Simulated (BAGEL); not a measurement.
**C2H6OSi (SMILES CO[Si]C) at HF/cc-pVDZ (density fitting with qzvpp-jkfit)**

Aim: the energy change on altering one bond length of C2H6OSi at HF/cc-pVDZ (density fitting with qzvpp-jkfit), from 2 runs. 

The calculation is run with BAGEL 1.2.2.

1 further run of the same task is left out (set aside as unsound or not needed). Runs told in other sessions of the task aren't counted.

## (1) The molecule

C2H6OSi has 10 atoms, charge 0, and is taken as a singlet. As SMILES, `CO[Si]C`. Geometry: relaxed at PBE0-D4/def2-TZVP. This is one conformer, not always the lowest.

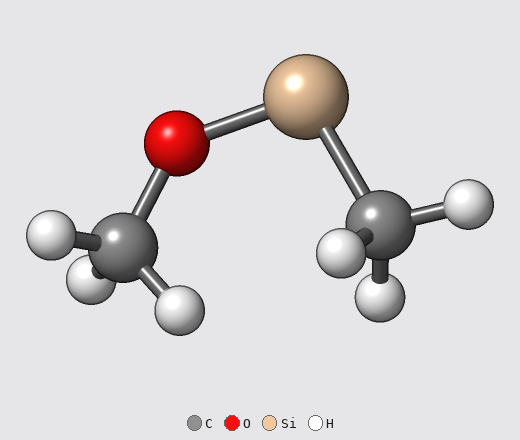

Viewed from a chosen angle; carbon grey, oxygen red, silicon light orange, hydrogen white.

## (2) The energy at HF/cc-pVDZ (density fitting with qzvpp-jkfit)

calc.json reads:

```json
{ "bagel": [

{
  "title": "molecule",
  "basis": "cc-pvdz.json",
  "df_basis": "qzvpp-jkfit",
  "angstrom": true,
  "geometry": [
    { "atom": "C", "xyz": [   -0.453800,    1.262700,   -0.782500 ] },
    { "atom": "O", "xyz": [    0.892900,    1.066700,   -0.423500 ] },
    { "atom": "Si", "xyz": [    1.695100,   -0.124400,    0.380400 ] },
    { "atom": "C", "xyz": [    0.308400,   -1.365000,    0.803300 ] },
    { "atom": "H", "xyz": [   -0.527200,    1.344800,   -1.869800 ] },
    { "atom": "H", "xyz": [   -1.097200,    0.445700,   -0.445300 ] },
    { "atom": "H", "xyz": [   -0.809600,    2.197600,   -0.342400 ] },
    { "atom": "H", "xyz": [   -0.184400,   -1.751200,   -0.097200 ] },
    { "atom": "H", "xyz": [   -0.467600,   -0.912400,    1.432500 ] },
    { "atom": "H", "xyz": [    0.726300,   -2.215800,    1.347400 ] }
  ]
},
{
  "title": "hf"
},
{
  "title": "print",
  "file": "orbitals.molden",
  "orbitals": true
}

]}
```

The basis set cc-pVDZ is read from a file made from the Basis Set Exchange's data (not shown).

Run with:

```bash
BAGEL_NUM_THREADS=1 BAGEL calc.json > calc.out
```

The log of the run:

```text
* using 1 threads per process

  ===============================================================
  ===============================================================

  *** Geometry ***

  { "atom" : "C", "xyz" : [     -0.857558,      2.386157,     -1.478711 ] },
  { "atom" : "O", "xyz" : [      1.687336,      2.015771,     -0.800299 ] },
  { "atom" : "Si", "xyz" : [      3.203275,     -0.235082,      0.718852 ] },
  { "atom" : "C", "xyz" : [      0.582792,     -2.579476,      1.518017 ] },
  { "atom" : "H", "xyz" : [     -0.996264,      2.541304,     -3.533410 ] },
  { "atom" : "H", "xyz" : [     -2.073408,      0.842251,     -0.841495 ] },
  { "atom" : "H", "xyz" : [     -1.529922,      4.152862,     -0.647042 ] },
  { "atom" : "H", "xyz" : [     -0.348465,     -3.309288,     -0.183681 ] },
  { "atom" : "H", "xyz" : [     -0.883636,     -1.724186,      2.707033 ] },
  { "atom" : "H", "xyz" : [      1.372508,     -4.187255,      2.546217 ] },

  Number of auxiliary basis functions:      463

  Since a DF basis is specified, we compute 2- and 3-index integrals:
    o Being stored without compression. Storage requirement is 0.030 GB

  Number of basis functions:       90
  Number of electrons      :       40

    * METHOD: MOLECULE                             0.23

  *** RHF ***

  === Nuclear Repulsion ===
   160.1687469878

      * DIIS with orbital gradients will be used.

  === RHF iteration (cc-pvdz.json) ===
      0       -442.76594331          0.01617077           0.06
      1       -442.93329133          0.01107179           0.06
      2       -443.01130729          0.00186572           0.06
      3       -443.01442490          0.00082637           0.06
      4       -443.01500005          0.00015314           0.06
      5       -443.01502674          0.00003804           0.06
      6       -443.01502904          0.00001085           0.06
      7       -443.01502921          0.00000203           0.06
      8       -443.01502922          0.00000076           0.06
      9       -443.01502922          0.00000025           0.06
     10       -443.01502922          0.00000007           0.06
     11       -443.01502922          0.00000002           0.06
     12       -443.01502922          0.00000001           0.06
    * SCF iteration converged.

    * Permanent dipole moment:
           (    0.932857,     0.202131,     0.063023) a.u.

    * METHOD: HF                                   0.91

    * METHOD: PRINT                                0.02

  ===============================================================
```

It took 1.3 s on 1 thread of Arm Neoverse V1, shared host; peak memory 0.12 GiB.

## (3) The distorted shape, same level

input.json reads:

```json
{ "bagel": [

{
  "title": "molecule",
  "basis": "cc-pvdz.json",
  "df_basis": "qzvpp-jkfit",
  "angstrom": "true",
  "geometry": [
    { "atom": "C", "xyz": [      -0.037818,       1.634855,      -0.909362 ] },
    { "atom": "O", "xyz": [       1.308882,       1.438855,      -0.550362 ] },
    { "atom": "Si", "xyz": [       2.111082,       0.247755,       0.253538 ] },
    { "atom": "C", "xyz": [       0.308400,      -1.365000,       0.803300 ] },
    { "atom": "H", "xyz": [      -0.111218,       1.716955,      -1.996662 ] },
    { "atom": "H", "xyz": [      -0.681218,       0.817855,      -0.572162 ] },
    { "atom": "H", "xyz": [      -0.393618,       2.569755,      -0.469262 ] },
    { "atom": "H", "xyz": [      -0.184400,      -1.751200,      -0.097200 ] },
    { "atom": "H", "xyz": [      -0.467600,      -0.912400,       1.432500 ] },
    { "atom": "H", "xyz": [       0.726300,      -2.215800,       1.347400 ] }
  ]
},

{ "title": "hf" },

{ "title": "print", "file": "orbitals.molden", "orbitals": "true" }

]}
```

The basis set cc-pVDZ is read from a file made from the Basis Set Exchange's data (not shown).

Run with:

```bash
BAGEL_NUM_THREADS=1 BAGEL input.json > input.out
```

The log of the run:

```text
* using 1 threads per process

  ===============================================================
  ===============================================================

  *** Geometry ***

  { "atom" : "C", "xyz" : [     -0.071466,      3.089428,     -1.718445 ] },
  { "atom" : "O", "xyz" : [      2.473429,      2.719042,     -1.040033 ] },
  { "atom" : "Si", "xyz" : [      3.989367,      0.468189,      0.479117 ] },
  { "atom" : "C", "xyz" : [      0.582792,     -2.579476,      1.518017 ] },
  { "atom" : "H", "xyz" : [     -0.210172,      3.244575,     -3.773144 ] },
  { "atom" : "H", "xyz" : [     -1.287315,      1.545522,     -1.081229 ] },
  { "atom" : "H", "xyz" : [     -0.743830,      4.856133,     -0.886777 ] },
  { "atom" : "H", "xyz" : [     -0.348465,     -3.309288,     -0.183681 ] },
  { "atom" : "H", "xyz" : [     -0.883636,     -1.724186,      2.707033 ] },
  { "atom" : "H", "xyz" : [      1.372508,     -4.187255,      2.546217 ] },

  Number of auxiliary basis functions:      463

  Since a DF basis is specified, we compute 2- and 3-index integrals:
    o Being stored without compression. Storage requirement is 0.030 GB

  Number of basis functions:       90
  Number of electrons      :       40

    * METHOD: MOLECULE                             0.23

  *** RHF ***

  === Nuclear Repulsion ===
   150.2878307448

      * DIIS with orbital gradients will be used.

  === RHF iteration (cc-pvdz.json) ===
      0       -442.71036046          0.01674305           0.06
      1       -442.87445170          0.01218110           0.06
      2       -442.96886847          0.00183759           0.06
      3       -442.97221871          0.00084032           0.06
      4       -442.97295475          0.00024078           0.06
      5       -442.97302678          0.00007193           0.06
      6       -442.97303662          0.00002071           0.06
      7       -442.97303728          0.00000379           0.06
      8       -442.97303731          0.00000158           0.06
      9       -442.97303732          0.00000056           0.06
     10       -442.97303732          0.00000016           0.06
     11       -442.97303732          0.00000004           0.06
     12       -442.97303732          0.00000002           0.06
     13       -442.97303732          0.00000001           0.06
    * SCF iteration converged.

    * Permanent dipole moment:
           (    0.383141,    -0.322128,     0.248430) a.u.

    * METHOD: HF                                   1.00

    * METHOD: PRINT                                0.02

  ===============================================================
```

Wall time 1.4 s (1 thread of Arm Neoverse V1, shared host); peak memory 0.12 GiB.

## (4) Outcome

At HF/cc-pVDZ (density fitting with qzvpp-jkfit):

```
                                                          quantity          value
                                         first shape: total energy  -443.01503 Eh
                                        first shape: dipole moment         2.43 D
                                          first shape: HOMO energy       -8.48 eV
                                          first shape: LUMO energy        1.86 eV
                                        first shape: HOMO–LUMO gap       10.34 eV
                                     distorted shape: total energy  -442.97304 Eh
                                    distorted shape: dipole moment         1.42 D
                                      distorted shape: HOMO energy       -8.18 eV
                                      distorted shape: LUMO energy        1.33 eV
                                    distorted shape: HOMO–LUMO gap        9.50 eV
energy change with the Si3–C4 bond stretched from 1.908 to 2.480 Å       1.143 eV
```

With the Si3–C4 bond stretched from 1.908 to 2.480 Å the energy rises by 1.14 eV (26 kcal/mol). The first shape isn't relaxed at this level, so the change isn't measured from a minimum.
